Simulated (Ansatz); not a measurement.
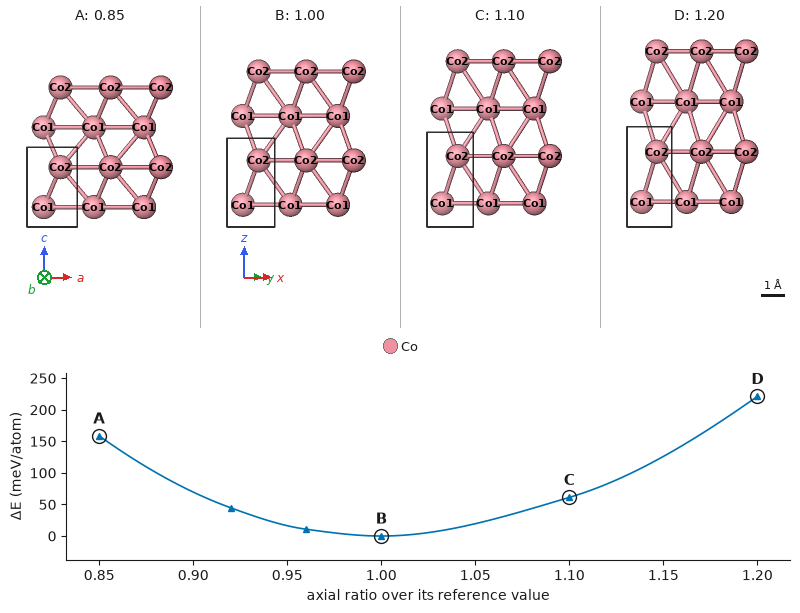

A scan of crystalline Co (P6_3/mmc): the ratio of the cell's length along z to its lengths across, counted as 1 for the reference, is changed at fixed volume (a c/a path), with the atoms kept at their fractional coordinates. x, y and z are the Cartesian axes of the input. The lettered frames are marked on the plot. A ball-and-stick model of the cell of the calculation, repeated 3 × 3 × 2 with one cell outlined, seen along the b axis.

Method: DFT PBE, scalar-relativistic, plane waves, PAW (Ansatz). Set-up: plane-wave cutoff 420 eV; k-point mesh 30 × 30 × 16; occupations gaussian; smearing width 0.15 eV; collinear spin. Energies (free energies at the smearing named) are counted from the relaxed crystal.

**Describe the profile.**

Of the computed points the lowest is at the relative ratio 1.00, 0.0 meV/atom. The distortion keeps the space group P6_3/mmc. At the relative ratio 1.20 the cell of the drawing goes a 2.492 → 2.345 Å, b 2.492 → 2.345 Å, c 4.033 → 4.555 Å.
